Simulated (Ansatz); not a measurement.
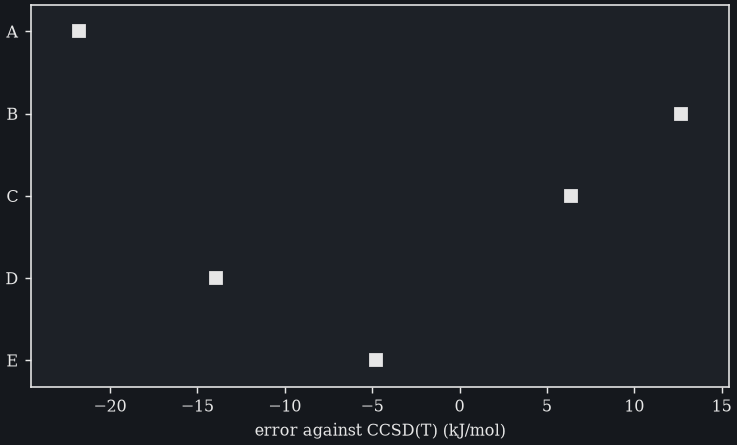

Error in the electronic atomisation energy (method less reference, so positive means overbinding) of C₂H₇NSi, SMILES C1C[SiH2]N1: functionals in def2-TZVPP against frozen-core CCSD(T) at the limit (MP2 extrapolated from triple and quadruple zeta, plus CCSD(T) less MP2 in a smaller set), which gives 4018.8 kJ/mol, at a PBE0-D4/def2-TZVP geometry (a minimum by its frequencies), no zero-point or spin-orbit term, the Ansatz code 0.2.0. The reference leaves out core correlation, a term that grows with the number of heavy atoms.

**The letters stand for B3LYP-D4, BLYP-D4, PBE0-D4, r2SCAN-D4 and revPBE-D4. Which is which?**

A: revPBE-D4 (−21.8 kJ/mol); B: PBE0-D4 (12.7 kJ/mol); C: B3LYP-D4 (6.4 kJ/mol); D: BLYP-D4 (−14.0 kJ/mol); E: r2SCAN-D4 (−4.8 kJ/mol).
